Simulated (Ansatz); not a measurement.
BeSe: response to strain

Take BeSe in the zinc blende structure (space group F-43m, No. 216; a = 5.178 Å) as the base.

Strains are applied to the cell and any free atomic positions relax.

The values are results of PBE (Ansatz, a program for electronic structure, PAW, without spin-orbit coupling), not measurements.

Notes on the quantities. energy relative to the base: free energy F.

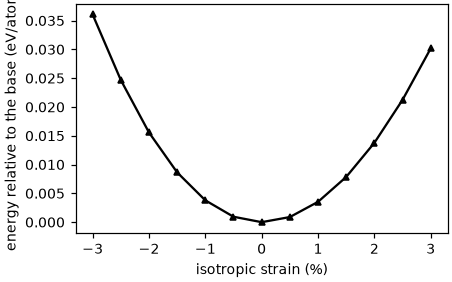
Energy relative to the base against isotropic strain

| isotropic strain (%) | energy relative to the base |
|---|---|
| -3 | +36 meV/atom |
| -2.5 | +25 meV/atom |
| -2 | +16 meV/atom |
| -1.5 | +8.6 meV/atom |
| -1 | +3.8 meV/atom |
| -0.5 | +0.9 meV/atom |
| 0.5 | +0.9 meV/atom |
| 1 | +3.5 meV/atom |
| 1.5 | +7.9 meV/atom |
| 2 | +14 meV/atom |
| 2.5 | +21 meV/atom |
| 3 | +30 meV/atom |

No phonon test of stability was made.
